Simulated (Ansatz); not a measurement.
# Amorphous carbon (123 atoms) under strain: runs compared

Aim: relax amorphous carbon (123 atoms), then change its volume and shape to read moduli from the stress.

Computed with Ansatz 0.2.0: Kohn-Sham DFT, PBE, PAW (set soft_2), plane waves.

## (1) The cell as built

The cell holds 123 atoms: 123 C. Its edges and angles: a = 11.085 Å, b = 11.085 Å, c = 11.085 Å, α = 90.0°, β = 90.0°, γ = 90.0°. 123 atoms (123 C) placed at random at 1.8 g/cm³, melted at 6000 K for 10 ps at fixed volume with the LCBOP (Los and Fasolino, Phys. Rev. B 68, 024107 (2003)). Quenched from 5000 K to 300 K at 500 K/ps and fixed volume, held 5 ps, then minimised at fixed cell.

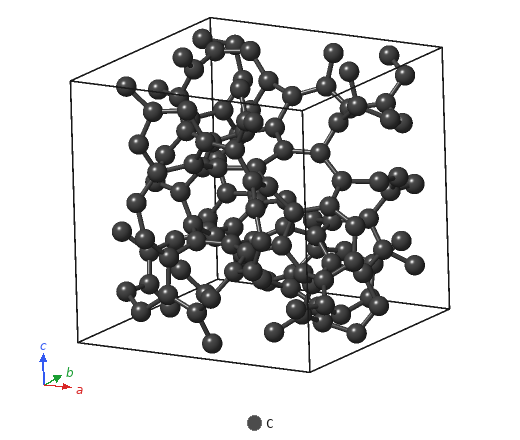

The cell as built. Some periodic images of atoms are drawn too.

What the set-up can't give: The quench rate of 500 K/ps is many orders above laboratory rates, so the cell is likely richer in defects and strain than a real sample. The starting topology of bonds comes from the classical model, and needn't be the one that DFT or experiment would give. The Brillouin zone is sampled at Γ only.

## (2) The reference run

The reference is a single point at the end of the relaxation.

Every strained cell starts from the geometry of this run, and its atoms are relaxed with the cell held.

Its input, with most atom lines left out:

```yaml
crystal:
  lattice:
    - [10.7342, 0.09092, -0.12692]
    - [0.09092, 10.48444, 0.09794]
    - [-0.12692, 0.09794, 10.92496]
  atoms:
    - { symbol: C, position: [0.54154, 0.03858, 0.22133] }
    - { symbol: C, position: [0.64621, 0.64631, 0.04415] }
    - { symbol: C, position: [0.28345, 0.35486, 0.37706] }
    - { symbol: C, position: [0.20871, 0.06886, 0.97906] }
    - { symbol: C, position: [0.70689, 0.54403, 0.35522] }
    - { symbol: C, position: [0.05, 0.95847, 0.46299] }
    - { symbol: C, position: [0.70506, 0.30358, 0.3909] }
    [... atom lines 8 to 123 left out ...]
kpoints:
  mp_grid: { grid: [1, 1, 1] }
hamiltonian:
  xc: pbe
scf:
  occupations: { method: fermi_dirac, width: 0.025 }
output:
  forces: true
  stress: true
  populations: true
  dos:
    method: { smearing: { sigma: 0.15 } }
    de: 0.1
    projected: { site_lists: { C: [C] } }
  eigenvalues: true
  write_density: true
  write_potential: true
  volumetric_format: npy
```

- free energy per atom: -250.1921 eV/atom
- r.m.s. force component: 0.00449 eV/Å
- pressure: 0.00868 GPa

Filled and empty levels are parted by 0.206 eV (at Γ alone); a semilocal functional tends to put such gaps too low. In a disordered cell it changes from sample to sample, and tail or defect levels can set it.

## (3) The runs

Each row is one run, on 4 threads of Arm Neoverse V1, shared host. The free energy is the program's total, comparable only between runs with the same functional, potentials and atoms.

| run | atoms | outcome | ionic steps, all passes | free energy (eV) | time | host memory (GiB) |
| --- | --- | --- | --- | --- | --- | --- |
| Single point at the start | 123 | converged | - | -30751.464 | 17 s | 1.6 |
| Cell and atoms relaxed | 123 | converged | 45 | -30773.630 | 11 min | 1.7 |
| Single point at the relaxed geometry | 123 | converged | - | -30773.630 | 29 s | 1.5 |
| Volume -3 % | 123 | converged | 7 | -30773.107 | 2 min | 1.5 |
| Volume +3 % | 123 | converged | 6 | -30773.135 | 1.7 min | 1.6 |
| Volume -6 % | 123 | converged | 10 | -30771.507 | 2.5 min | 1.5 |
| Volume +6 % | 123 | converged | 7 | -30771.708 | 2 min | 1.6 |
| Volume -10 % | 123 | converged | 33 | -30769.320 | 9.1 min | 1.6 |
| Stretched by 1 % along x | 123 | converged | 5 | -30773.506 | 86 s | 1.5 |
| Compressed by 1 % along x | 123 | converged | 5 | -30773.506 | 84 s | 1.5 |
| Sheared by 2 % in xy | 123 | converged | 6 | -30773.494 | 96 s | 1.5 |

In some runs the program notes that the exchange-correlation potential is rough where the density is thin and the SCF threshold is loose for the stress.

## (4) Pressure against volume

Atoms are relaxed at each volume, in the scaled cell.

| volume change (%) | volume (Å³/atom) | energy change (meV/atom) | pressure (GPa) | largest move on relaxing (Å) | bonds |
| --- | --- | --- | --- | --- | --- |
| -10 | 8.994 | 35.04 | 13.47 | 0.77 | 188 |
| -6 | 9.394 | 17.26 | 9.39 | 0.22 | 185 |
| -3 | 9.693 | 4.25 | 4.59 | 0.10 | 185 |
| +0 | 9.993 | 0.00 | 0.01 | - | 185 |
| +3 | 10.293 | 4.02 | -4.25 | 0.09 | 185 |
| +6 | 10.593 | 15.63 | -8.08 | 0.18 | 185 |

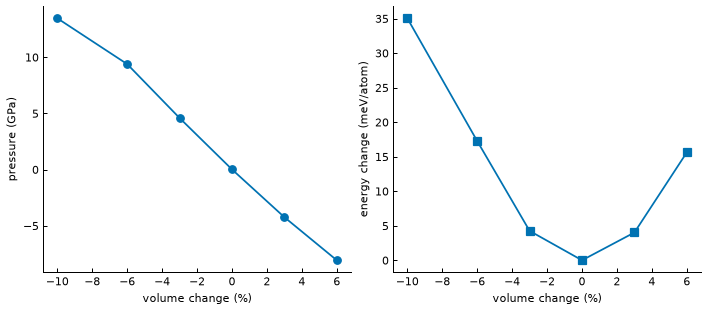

Pressure and energy against volume.

## (5) Uniaxial strain and shear

Stress (GPa, compression positive) less that of the relaxed cell, atoms relaxed:

| strain | xx | yy | zz | xy | energy change (meV/atom) |
| --- | --- | --- | --- | --- | --- |
| stretched by 1 % along x | -3.198 | -1.225 | -0.865 | -0.220 | 1.01 |
| compressed by 1 % along x | 3.191 | 1.207 | 0.864 | 0.211 | 1.01 |
| sheared by 2 % in xy | -0.478 | -0.741 | -0.214 | -1.752 | 1.11 |

## (6) Findings

The bulk modulus, from the slope of pressure against ln V over the three points nearest the relaxed volume, is 147 GPa; between neighbouring points the slope runs 94, 153, 150, 144 and 134 GPa from the smallest volume up, without a steady fall, so no pressure derivative is given, and the cell yields more easily when compressed beyond -6 %. The count of bonds runs from 185 to 188 over the series, so at some points contacts cross the cutoffs. At -10 % some atom moved by over 0.5 Å on relaxing, so that point may sit in another local minimum. In the Cartesian axes of the cell, finite differences give C11 = 319, C12 = 122, C13 = 86.4 and C66 = 87.6 GPa (the shear of 2 % is the engineering strain, εxy = 0.01). The mean of C11, C12 and C13, which equals the bulk modulus in a cubic or isotropic solid, is 176 GPa: it lies 19 % over the bulk modulus from the volumes. For an isotropic solid C66 would equal (C11 − C12)/2 = 98.9 GPa; so small a sample needn't be isotropic, and C66 rests on one shear. With the bulk modulus and C66 as K and G, Young's modulus would be about 219 GPa and Poisson's ratio 0.25.

**Limits.** Strains are finite and relaxations stop at the force tolerance of the input, which can leave moduli too stiff; they are those of a static cell at zero temperature. Volumes are changed with the cell's shape held, so in an anisotropic solid the modulus lies over the one under free hydrostatic load. The program notes that the SCF threshold of the relaxations is loose for the stress.

The DFT runs together took 33 min of wall time.

[Logs are printed without paths, hosts, clocks, repeated set-up lines and the standing remarks that a program may print on its own settings, such as how far it seeks lower states.]

[Hosts, paths, dates, database ids (printed as entryN), source tags and the programs' standing remarks are cut or masked in the printed files.]
